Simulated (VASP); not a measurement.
Band structure of SbRu (space group Pm-3m). Method: PBE GGA, VASP's PBE PAW potentials (set 64) (plane waves; VASP 6.6.1).

Unless said otherwise, spin-orbit coupling is left out, though it shifts the bands of the heavy elements here.

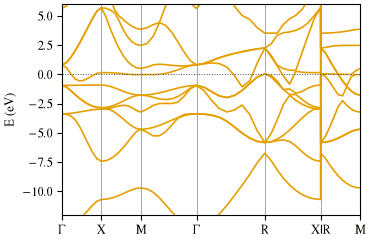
*Bands along high-symmetry lines, zero at the valence-band maximum or, without a gap, the Fermi level*

Question: Read the plot: is there a gap, and where are the band edges?

Answer: It has no gap at this level: it comes out as a metal or semimetal.

The structure was generated: SbRu was put into an ordered model structure, which need not be its known phase. The cell was not relaxed at this level. The k-mesh is coarse (spacing up to 0.38 per Å, 2π included), so the numbers may not be converged in it. The electron count is odd and the run is not spin-polarised, which forces a metal.
